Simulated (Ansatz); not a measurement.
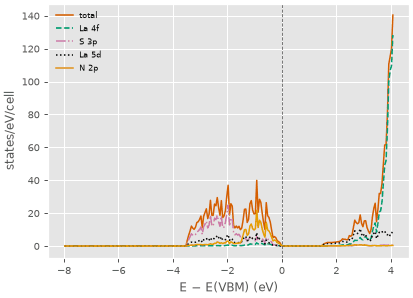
Figure. Total and projected density of states of La$_{4}$S$_{3}$N$_{2}$ in space group Pnnm (No. 58; Pearson symbol oP18), r²SCAN in the plane-wave PAW code Ansatz

Problem. Which orbitals carry the states next to the gap?

Solution. Top 1 eV of the valence band: N 2p 55 %, S 3p 19 %, La 5d 15 %, La 4f 7 %. Bottom 1 eV of the conduction band: La 5d 69 %, La 4f 13 %, S 3p 5 %. Projections are on Löwdin-orthogonalised atomic valence shells; empty p or d shells of many metals are not among them.

Problem. Where is the tallest occupied peak in this window, and what makes it?

Solution. Near -0.9 eV, about 40 states/eV per cell; the largest projected share is N 2p.

The first step of the workflow began from a Materials Project structure, measured or hypothetical; the Crystallography Open Database copy checked does not list it. Its standing as an ambient phase is unchecked. The r²SCAN relaxation kept the symmetry of its start; whether a distortion lowers the energy is not shown. Scalar-relativistic: spin–orbit coupling is off unless named, which matters more the heavier the elements.

Potentials: the later of the program's two PAW sets.
